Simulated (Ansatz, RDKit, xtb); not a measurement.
# Isomers of CH5GeNOSi, a sample narrowed down, part 2 of 2

Which of a sample of isomers of CH5GeNOSi is the most stable in the gas at 298.15 K, and what are its properties? The sample is small against all isomers, and the most stable one of this formula need not be in it.

xtb, Ansatz and PySCF; isolated molecules. Earlier steps stand in the parts before.

### Step 7. Are they minima? Harmonic frequencies

The lowest few in one piece go on as finalists. In this search the thermal terms come from GFN2-xTB at its own nearest minimum. The first, c043a:

start.xyz

```xyz
10
c043a
C     -2.124398    -1.380106    -1.059089
Ge    -0.151485     0.936275     0.479432
N     -3.117618    -1.351851    -1.669110
O      0.708286    -1.979165    -1.039590
Si    -0.513889    -1.339490    -0.112634
H     -0.674577    -2.241743     1.052920
H      0.963246    -1.498591    -1.836692
H     -1.352212     1.496957     1.252222
H      0.049990     1.767298    -0.797121
H      1.109727     1.054994     1.347382
```

Command:

```bash
$ xtb start.xyz --gfn 2 --ohess tight
```

Output, shortened:

```text
* xtb version 6.7.1
[...]
          :  # basis functions                  37          :
[...]
          :  # electrons                        28          :
[...]
          :  Hamiltonian                  GFN2-xTB          :
[...]
          :  net charge                          0          :
          :  unpaired electrons                  0          :
[...]
   *** convergence criteria satisfied after 14 iterations ***
[...]
   *** GEOMETRY OPTIMIZATION CONVERGED AFTER 11 ITERATIONS ***
[...]
   *** convergence criteria satisfied after 3 iterations ***
[...]
         ::                     SUMMARY                     ::
         :::::::::::::::::::::::::::::::::::::::::::::::::::::
         :: total energy             -15.324160034305 Eh    ::
         :: gradient norm              0.000330597361 Eh/a0 ::
         :: HOMO-LUMO gap              3.937969650876 eV    ::
         ::.................................................::
         :: SCC energy               -15.506125801874 Eh    ::
         :: -> isotropic ES            0.040850799037 Eh    ::
         :: -> anisotropic ES          0.002043066048 Eh    ::
         :: -> anisotropic XC          0.018333162517 Eh    ::
         :: -> dispersion             -0.006357441323 Eh    ::
         :: repulsion energy           0.181965767569 Eh    ::
         :: add. restraining           0.000000000000 Eh    ::
         :: total charge              -0.000000000000 e     ::
         :::::::::::::::::::::::::::::::::::::::::::::::::::::
[...]
        14        2.0000           -0.3988750             -10.8539 (HOMO)
        15                         -0.2541573              -6.9160 (LUMO)
[...]
molecular dipole:
                 x           y           z       tot (Debye)
 q only:        0.771       0.002       0.113
   full:        1.183       0.027       0.180       3.043
molecular quadrupole (traceless):
[...]
          | TOTAL ENERGY              -15.324160034304 Eh   |
          | TOTAL ENTHALPY            -15.262161787103 Eh   |
          | TOTAL FREE ENERGY         -15.306494653050 Eh   |
          | GRADIENT NORM               0.000330734229 Eh/α |
[...]
```

Run time: 0.83 s. Hardware: 2 threads of Intel Xeon at 2.50GHz (Skylake/Cascade Lake), shared host; peak memory 0.11 GiB.

### Step 8. Thermal terms of the finalists

As xtb prints them, at 298.15 K, with its own treatment of low modes:

```
label                    SMILES     spin  lowest mode (cm⁻¹)  zero-point (kcal/mol)  G − E (kcal/mol)
c043a       N#C[Si@@H](O)[GeH3]  singlet                  12                   32.7              11.1
c584a        N#[C][GeH2][SiH2]O  singlet                 16i                   32.8              11.5
c037a       N#C[SiH2][GeH2][OH]  singlet                  26                   32.2              11.1
c298a  N#[C][Ge@@H]([OH])[SiH3]  singlet                  30                   32.2              10.7
```

c584a keeps an imaginary mode, a small one that points to a nearly free motion; the harmonic terms are rough for it.

### Step 9. The final energy

Each finalist gets a single point at CCSD(T)/def2-SVP + MP2/def2-TZVPP - MP2/def2-SVP.

c043a, CCSD(T)/def2-SVP:

input.yaml

```yaml
crystal:
  periodic: [false, false, false]
  atoms:
    - {symbol: C, position_ang: [-2.124398, -1.380106, -1.059089]}
    - {symbol: Ge, position_ang: [-0.151485, 0.936275, 0.479432]}
    - {symbol: "N", position_ang: [-3.117618, -1.351851, -1.669110]}
    - {symbol: O, position_ang: [0.708286, -1.979165, -1.039590]}
    - {symbol: Si, position_ang: [-0.513889, -1.339490, -0.112634]}
    - {symbol: H, position_ang: [-0.674577, -2.241743, 1.052920]}
    - {symbol: H, position_ang: [0.963246, -1.498591, -1.836692]}
    - {symbol: H, position_ang: [-1.352212, 1.496957, 1.252222]}
    - {symbol: H, position_ang: [0.049990, 1.767298, -0.797121]}
    - {symbol: H, position_ang: [1.109727, 1.054994, 1.347382]}
basis:
  gaussian: {orbitals: def2-SVP}
correlation: {method: ccsd_t, frozen_orbitals: {Si: 5, C: 1, Ge: 9, "N": 1, O: 1, H: 0}}
```

Command:

```bash
$ ansatz run input.yaml --threads 2 --pin off --max-ram 5220MiB --events-out events.jsonl --progress --plain --runs-dir runs
```

Output, shortened:

```text
Warning: RAYON_NUM_THREADS=2 ignored (pool sized by the plan → 2); use --threads N
Functional definition: HF
  name "HF"
[...]
1155 factors; integrals over basis functions are off by at most 1.5e-3 eV
[...]
mean field -68952.03318837 eV, -2533.9404823059 hartree, gradient 1.2e-6 eV, S^2 0.000000; 0 other end points of the search recorded, 0 dependent functions left out
17 core orbitals not correlated: weight in the atoms' cores, before any rotation towards them, 1.000 or more for the frozen orbitals, at most 0.000 for the correlated occupied ones
reference -68952.03318837 eV, -2533.9404823059 hartree; 19, 19 occupied and 81, 81 virtual orbitals, 1155 factors
second order -21.61494222 eV of doubles, -0.00000000 eV of singles
cycle   1  -21.53875486 eV  change    7.6e-2 eV  update   1.3e-1
[...]
cycle   9  -22.44069704 eV  change   -3.6e-5 eV  update   2.0e-5
perturbative correction -0.73672215 eV, -0.0270740398 hartree
Total energy: -68975.21060756 eV, -2534.7922367510 hartree
```

It took 41 s on 2 threads of Intel Xeon at 2.50GHz (Skylake/Cascade Lake), shared host; peak memory 0.6 GiB.

### Step 10. c043a at MP2/def2-TZVPP

input.yaml: that of step 9 with these lines changed.

```diff
@@ -5,3 +5,3 @@
     - {symbol: Ge, position_ang: [-0.151485, 0.936275, 0.479432]}
-    - {symbol: "N", position_ang: [-3.117618, -1.351851, -1.669110]}
+    - {symbol: N, position_ang: [-3.117618, -1.351851, -1.669110]}
     - {symbol: O, position_ang: [0.708286, -1.979165, -1.039590]}
@@ -14,3 +14,3 @@
 basis:
-  gaussian: {orbitals: def2-SVP}
-correlation: {method: ccsd_t, frozen_orbitals: {Si: 5, C: 1, Ge: 9, "N": 1, O: 1, H: 0}}
+  gaussian: {orbitals: def2-TZVPP}
+correlation: {method: mp2, frozen_orbitals: {Si: 5, C: 1, Ge: 9, "N": 1, O: 1, H: 0}}
```

Command:

```bash
$ ansatz run input.yaml --threads 2 --pin off --max-ram 5220MiB --events-out events.jsonl --progress --plain --runs-dir runs
```

Output:

```text
Warning: RAYON_NUM_THREADS=2 ignored (pool sized by the plan → 2); use --threads N
Functional definition: HF
  name "HF"
  exchange = exact_x
  correlation = 0
1542 factors; integrals over basis functions are off by at most 7.1e-4 eV
mean field evaluation 1: about -68962.6199 eV, gradient 4.5e1 eV
mean field evaluation 2: about -68962.9277 eV, gradient 4.6e1 eV
mean field evaluation 4: about -68967.7199 eV, gradient 5.4e0 eV
mean field evaluation 8: about -68967.8372 eV, gradient 5.1e-1 eV
mean field -68967.83816075 eV, -2534.5213043280 hartree, gradient 1.8e-6 eV, S^2 0.000000; 0 other end points of the search recorded, 0 dependent functions left out
17 core orbitals not correlated: weight in the atoms' cores, before any rotation towards them, 1.000 or more for the frozen orbitals, at most 0.000 for the correlated occupied ones
reference -68967.83816075 eV, -2534.5213043280 hartree; 19, 19 occupied and 217, 217 virtual orbitals, 1542 factors
second order -26.07035587 eV of doubles, -0.00000000 eV of singles
Total energy: -68993.90851662 eV, -2535.4793722349 hartree
```

Wall time 30 s (2 threads of Intel Xeon at 2.50GHz (Skylake/Cascade Lake), shared host); peak memory 0.65 GiB.

### Step 11. c584a at CCSD(T)/def2-SVP

input.yaml

```yaml
crystal:
  periodic: [false, false, false]
  atoms:
    - {symbol: C, position_ang: [-1.560714, -2.308328, 0.375990]}
    - {symbol: Ge, position_ang: [-0.356582, -1.458573, -0.867009]}
    - {symbol: "N", position_ang: [-2.285437, -2.782116, 1.155867]}
    - {symbol: O, position_ang: [-1.149446, 1.603883, 0.258551]}
    - {symbol: Si, position_ang: [0.219176, 0.685791, 0.020730]}
    - {symbol: H, position_ang: [-1.142344, -1.375751, -2.184387]}
    - {symbol: H, position_ang: [0.820629, -2.426729, -1.041370]}
    - {symbol: H, position_ang: [0.856865, 0.514576, 1.350232]}
    - {symbol: H, position_ang: [1.185167, 1.311376, -0.936666]}
    - {symbol: H, position_ang: [-1.718789, 1.769972, -0.501775]}
basis:
  gaussian:
    orbitals: def2-SVP
correlation:
  method: ccsd_t
  frozen_orbitals: {Si: 5, C: 1, Ge: 9, "N": 1, O: 1, H: 0}
```

Command:

```bash
$ ansatz run input.yaml --threads 2 --pin off --max-ram 5220MiB --events-out events.jsonl --progress --plain --runs-dir runs
```

Output, shortened:

```text
Warning: RAYON_NUM_THREADS=2 ignored (pool sized by the plan → 2); use --threads N
Functional definition: HF
  name "HF"
[...]
1156 factors; integrals over basis functions are off by at most 1.5e-3 eV
[...]
mean field -68951.83678936 eV, -2533.9332647755 hartree, gradient 2.1e-6 eV, S^2 0.000000; 0 other end points of the search recorded, 0 dependent functions left out
17 core orbitals not correlated: weight in the atoms' cores, before any rotation towards them, 1.000 or more for the frozen orbitals, at most 0.000 for the correlated occupied ones
reference -68951.83678936 eV, -2533.9332647755 hartree; 19, 19 occupied and 81, 81 virtual orbitals, 1156 factors
second order -21.58930713 eV of doubles, -0.00000000 eV of singles
cycle   1  -21.52045028 eV  change    6.9e-2 eV  update   1.3e-1
[...]
cycle   9  -22.42409229 eV  change   -2.5e-5 eV  update   1.9e-5
perturbative correction -0.73391035 eV, -0.0269707078 hartree
Total energy: -68974.99479200 eV, -2534.7843056753 hartree
```

Run time: 41 s. Hardware: 2 threads of Intel Xeon at 2.50GHz (Skylake/Cascade Lake), shared host; peak memory 0.6 GiB.

### Step 12. The ranking

Energies in kcal/mol from c043a; G adds the thermal terms to the CCSD(T)/def2-SVP + MP2/def2-TZVPP - MP2/def2-SVP energy. The columns left of the relaxed level are at the tight-binding geometries.

```
label                    SMILES     spin  GFN2-xTB  HF/STO-3G  r2SCAN-D4/def2-SVP  r2SCAN-D4/def2-SVP, relaxed  HF/def2-SVP  MP2/def2-SVP  CCSD(T)/def2-SVP + MP2/def2-TZVPP - MP2/def2-SVP     G  share at equilibrium     T1
c043a       N#C[Si@@H](O)[GeH3]  singlet       0.0        0.0                 0.0                          0.0          0.0           0.0                                               0.0   0.0               100.0 %  0.012
c584a        N#[C][GeH2][SiH2]O  singlet      -5.6        4.7                 6.0                          5.9          4.5           5.1                                               4.2   4.6               < 0.1 %  0.013
c037a       N#C[SiH2][GeH2][OH]  singlet      11.0        6.6                14.6                         14.9         15.6          14.5                                              16.2  16.2               < 0.1 %  0.013
c298a  N#[C][Ge@@H]([OH])[SiH3]  singlet       7.0        6.1                16.3                         17.5         16.7          16.0                                              17.3  16.9               < 0.1 %  0.013
```

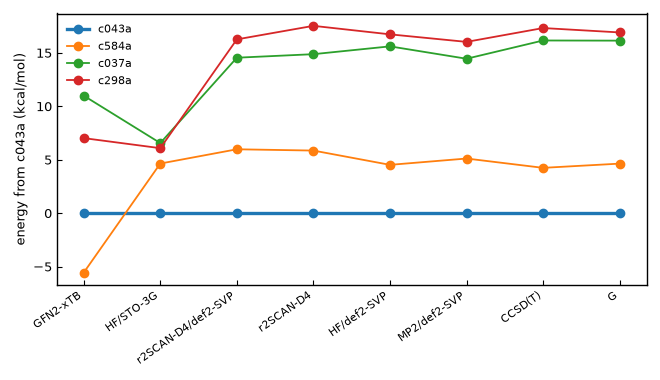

The finalists at each level, measured from c043a.

Lowest found: c043a, `N#C[Si@@H](O)[GeH3]`, a singlet. Bond lengths: C1–N3 1.166 Å, C1–Si5 1.868 Å, Ge2–Si5 2.379 Å, O4–Si5 1.662 Å, Si5–H6 1.483 Å, O4–H7 0.965 Å, Ge2–H8 1.534 Å, Ge2–H9 1.536 Å, Ge2–H10 1.536 Å. Some angles: N3–C1–Si5 177.1°, C1–Si5–Ge2 106.1°, C1–Si5–O4 110.1°, Ge2–Si5–O4 113.3°, C1–Si5–H6 107.0°, Ge2–Si5–H6 113.8°, O4–Si5–H6 106.5°, Si5–Ge2–H8 110.8°, Si5–Ge2–H9 109.3°, Si5–Ge2–H10 109.9°.

```xyz
10

C    -2.1244   -1.3801   -1.0591
Ge   -0.1515    0.9363    0.4794
N    -3.1176   -1.3519   -1.6691
O     0.7083   -1.9792   -1.0396
Si   -0.5139   -1.3395   -0.1126
H    -0.6746   -2.2417    1.0529
H     0.9632   -1.4986   -1.8367
H    -1.3522    1.4970    1.2522
H     0.0500    1.7673   -0.7971
H     1.1097    1.0550    1.3474
```

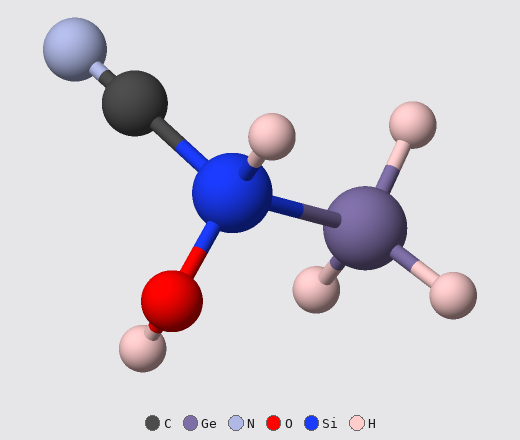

The lowest structure found, seen from a chosen angle (carbon dark grey, germanium purple, nitrogen light blue, oxygen red, silicon blue, hydrogen pink).

### Step 13. Outcome

The summary covers parts 1 to 2.

| quantity | value |
| --- | --- |
| lowest structure found | N#C[Si@@H](O)[GeH3], singlet |
| next finalist | N#[C][GeH2][SiH2]O, singlet, 4.6 kcal/mol higher in G |
| share at equilibrium, among the finalists | 100.0 % |
| funnel | 6 starts, 6 minima at GFN2-xTB, 8 screening runs, 4 relaxed, 4 ranked |
| CPU time of all runs | 17 min |

**Reading.** The search ends on `N#C[Si@@H](O)[GeH3]`. Among the finalists first place is clear (4.6 kcal/mol); structures outside the list aren't covered. HF/STO-3G, r2SCAN-D4/def2-SVP, r2SCAN-D4/def2-SVP, relaxed, HF/def2-SVP and MP2/def2-SVP already put its bonding pattern lowest among the structures in one piece; GFN2-xTB favours the singlet N#[C][GeH2][SiH2]O (c584b, not a finalist). The largest share of the time went into the relaxations (55 %). The search is not exhaustive (a finite list of starts, one conformer a finalist), so a lower isomer can't be ruled out. Only 4 drawn patterns were tried, so whole families of isomers are missing, and the result ranks this sample alone.
